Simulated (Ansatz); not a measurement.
C2H9NSn (SnH3(NHEt)) (charge +1, doublet)

The calculation's input:

```
crystal:
  periodic: [false, false, false]
  atoms:
    - {symbol: Sn, position_ang: [0.340750, 2.066319, 1.379522]}
    - {symbol: H, position_ang: [-0.202132, 1.866162, 2.988791]}
    - {symbol: H, position_ang: [2.034031, 2.221604, 1.161130]}
    - {symbol: H, position_ang: [-0.659757, 2.899930, 0.272210]}
    - {symbol: N, position_ang: [0.063068, 0.013246, 0.622066]}
    - {symbol: C, position_ang: [-0.471575, -0.385560, -0.637819]}
    - {symbol: C, position_ang: [0.043379, -1.716814, -1.181541]}
    - {symbol: H, position_ang: [0.320414, -0.787261, 1.229907]}
    - {symbol: H, position_ang: [-1.590299, -0.468453, -0.476495]}
    - {symbol: H, position_ang: [-0.383801, 0.455480, -1.362477]}
    - {symbol: H, position_ang: [1.125940, -1.653442, -1.409168]}
    - {symbol: H, position_ang: [-0.493595, -1.962260, -2.117818]}
    - {symbol: H, position_ang: [-0.126433, -2.548962, -0.468308]}
basis:
  gaussian: {orbitals: def2-TZVP, initial_orbitals: start.molden}
total_charge: 1
magnetization: {spin_polarized: true, initial_magnetization: 1}
hamiltonian: {xc: pbe0, dispersion: d4}
scf: {omitted_lower_state_checks: [starts]}
output: {orbitals: {seedname: orbitals}}
```

Run with:

```sh
ansatz run in.yaml --threads 4 --pin off --events-out ev --progress --plain --max-ram 3916MiB
```

Geometry: PBE-D4/def2-SVP; core potentials replace the inner electrons of Sn.

Theory: Ansatz, UKS PBE0-D4/def2-TZVP.

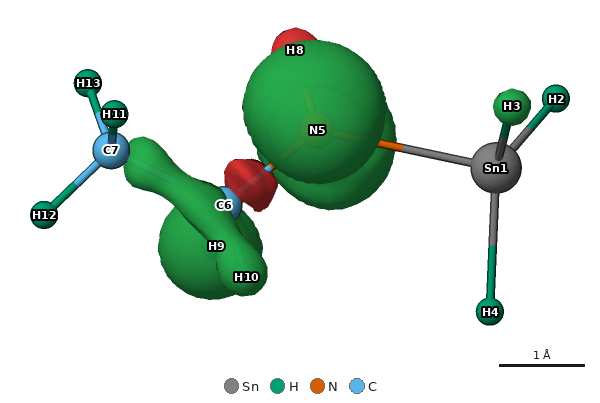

Figure 1. Isosurfaces of the spin density at +0.03 (green) and −0.03 e/Å³ (red), seen across its widest extent.

**Which atoms carry the spin?**

The unpaired spin (1 electron) lies mostly on N5 (about 0.7) and H9 (about 0.1), in electrons by Hirshfeld's partition.

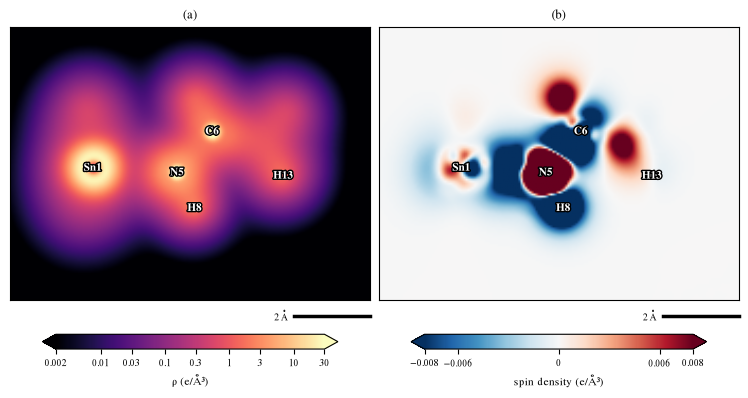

Figure 2. (a) electron density; (b) spin density (α minus β) on the plane of atoms Sn1, N5 and H8.

**What does the map show?**

The plane passes through Sn, N, C and H nuclei.
C–N (1.43 Å): ρ at the midpoint is about 2 e/Å³.
Sn–N (2.21 Å): ρ is about 0.53 e/Å³ halfway.
N–H (1.04 Å): the density is about 2.9 e/Å³ at the midpoint.

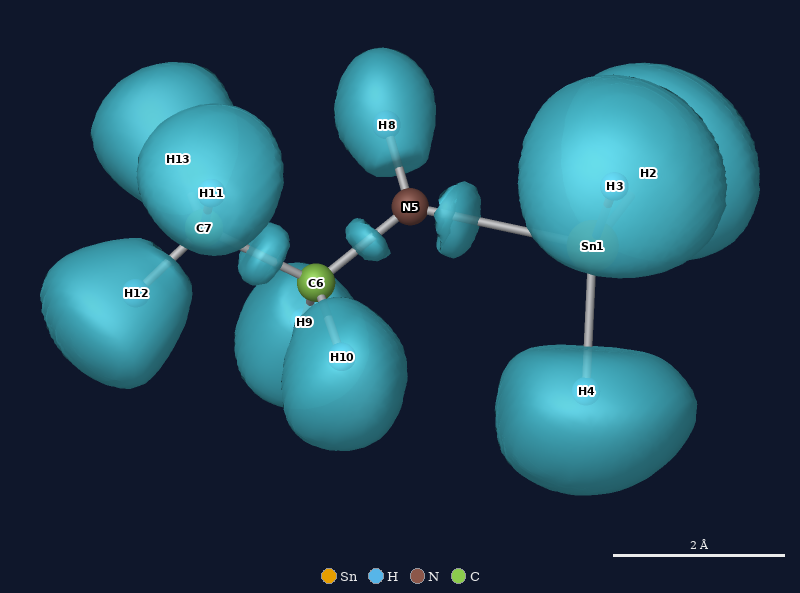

Figure 3. Isosurface of the ELF at 0.85 (cyan), seen across its widest extent. Core shells and regions of very low density are left out.

**Identify the bonds, lone pairs and shells in this picture.**

The ELF exceeds this value in one region between bonded C–C atoms (shared pairs), one region between bonded C–N atoms (shared pairs), nine regions around hydrogen nuclei and one lobe of the valence shell of N pointing towards Sn. Along the contacts the grid gives the following. C–N (1.43 Å): the ELF peaks at about 0.95 between the atoms, as expected for localised, covalent bonding. C–C (1.53 Å): the ELF peaks at about 0.95 between the atoms, as expected for a shared electron pair.
